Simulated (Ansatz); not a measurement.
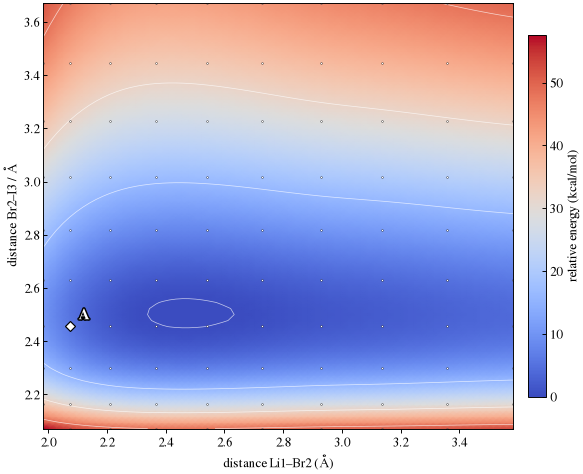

The system Li⁺ + BrI. The first coordinate is: distance Li1–Br2; the second: distance Br2–I3. Nothing is relaxed (the angle Li1–Br2–I3 is fixed at 180 degrees). The grid has 10 × 10 points. Energies are in kcal/mol, from the lowest grid point. The reference is spin-restricted, so regions where a bond is pulled apart into radicals lie too high. Method: RKS PBE-D4/def2-TZVPD (Ansatz).

Drawn: a smooth colour map with a few white contour lines, dots at the grid points, the point A. Between grid points the surface is interpolated.

Q: Which way does the force act at A, and how strong is it?

A: A, at distance Li1–Br2 = 2.076 Å, distance Br2–I3 = 2.456 Å, is not a stationary point. The computed force is 41 kcal/mol for each Å towards larger values of distance Li1–Br2 and 13 kcal/mol for each Å towards larger values of distance Br2–I3.
